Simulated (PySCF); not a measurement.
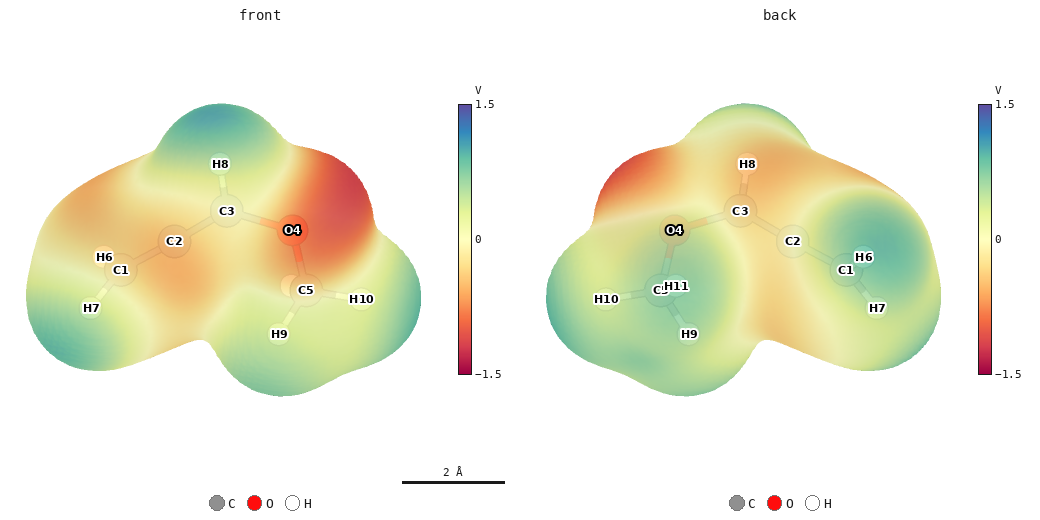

Figure 1: C₄H₆O (SMILES C=C=COC). The electrostatic potential painted on the density surface at 0.002 e/bohr³, seen from the front and from behind; the colour scale runs from red (negative) to blue (positive).

Geometry: PBE0-D3(BJ)/def2-SVP.

These are results of B3LYP/pcSseg-2, SCF density, gas phase, non-relativistic (PySCF), not measurements.

```xyz
11

C     1.8917    0.2427   -0.6791
C     0.9241   -0.4656   -0.1524
C    -0.0126   -1.2182    0.3885
O    -1.3301   -0.9437    0.4843
C    -1.7410    0.2867   -0.0475
H     2.1727    0.1400   -1.7351
H     2.4642    0.9690   -0.0881
H     0.2318   -2.1898    0.8297
H    -1.2361    1.1300    0.4567
H    -2.8244    0.3613    0.1094
H    -1.5187    0.3510   -1.1276
```

> Which sites attract a positive test charge, and which a negative one?

A positive charge is drawn to the negative regions and a negative charge to the positive ones. The most negative region (about −1.1 V) lies over O4, the most positive (about +1.0 V) over H8. O4 is the likeliest acceptor of a hydrogen bond.

> How polar is the molecule by this calculation?

Its dipole moment is 1.05 D.
